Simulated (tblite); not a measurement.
**Run report: C3H9Ga (charge +1), frequency calculation**

- system: C3H9Ga, charge +1, multiplicity 2
- method: GFN2-xTB harmonic vibrations, gas phase (tblite 0.8.0)

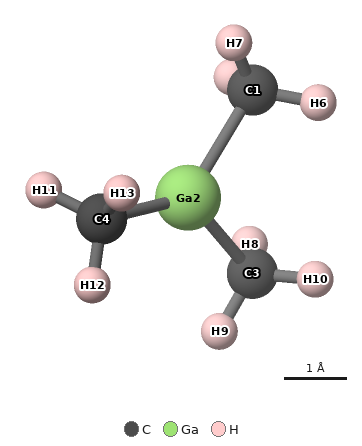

Fig. 1: The structure (ball-and-stick view, seen at a tilt; atoms are numbered from 1 in the order of the input). Sticks mark near contacts.

**Input**
```
{"job": {"kind": "ir", "xc": "GFN2-xTB", "basis": "xTB"}, "charge": 1, "multiplicity": 2}
C     -1.061396     1.635007     0.139971
Ga    -0.098675    -0.291359     0.028630
C      1.831733     0.599178     0.384620
C     -0.757954    -2.187521    -0.276536
H     -0.737419     2.209704    -0.727185
H     -0.771789     2.108711     1.077467
H     -2.123544     1.393694     0.102804
H      1.955071     1.449285    -0.285394
H      2.532991    -0.206948     0.169961
H      1.853425     0.895790     1.433036
H     -1.121350    -2.296413    -1.303384
H      0.060585    -2.894519    -0.106753
H     -1.578466    -2.409808     0.413211
```

The first line tells a small driver script what to run in tblite; the rest is the geometry in Å.

Run on 1 CPU thread, shared host.

Launched with:
```bash
OMP_NUM_THREADS=1 python <driver script> task.json out
```

**Output**
```
mode    cm-1     km/mol
  1     -35.8      0.01
  2      49.6      0.12
  3      66.0      0.98
  4      96.1      0.10
  5     131.7      0.11
  6     147.1      1.39
  7     314.2      5.09
  8     362.7      2.79
  9     509.6     15.96
 10     581.0     29.41
 11     586.6      2.22
 12     597.1     64.73
 13     601.6      4.43
 14     663.6     86.05
 15     666.6     32.10
 16    1043.0    148.97
 17    1139.3      7.04
 18    1221.2      1.78
 19    1328.0     28.75
 20    1331.3      1.04
 21    1339.2      4.64
 22    1348.6     18.69
 23    1369.6      7.44
 24    1375.6     11.77
 25    2922.8      2.58
 26    2937.1     11.05
 27    2937.3      1.09
 28    2942.7     42.45
 29    2947.8     24.73
 30    2987.2      0.28
 31    2988.6      0.11
 32    2990.5      1.03
 33    2992.2      1.54
ZPE 260.494  H(298)-E 287.667  G(298)-E 171.152 kJ/mol  S 390.79 J/(mol K)
```

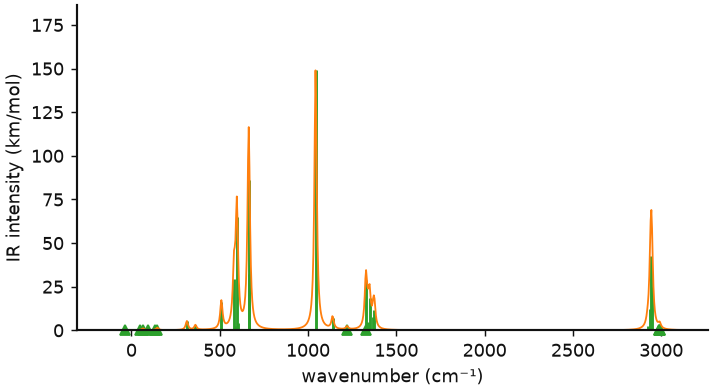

Fig. 2: Harmonic infrared spectrum, unscaled: sticks (degenerate modes added up, dark ones marked on the axis) with a Lorentzian envelope of 16 cm⁻¹ full width, scaled to the tallest stick; imaginary modes are drawn at negative wavenumbers. 33 modes from 36i to 2992 cm⁻¹, 1 imaginary beyond 8i (36i cm⁻¹): not a clean minimum; so soft a mode can be a shallow saddle, an incomplete relaxation or noise of the force constants. The strongest line is at 1043 cm⁻¹ (149 km/mol).

**Key numbers**

```tsv
quantity	value
outcome	converged
total energy	−317.8746 eV
zero-point energy	62.2590 kcal/mol
peak memory	0.3 GiB
```
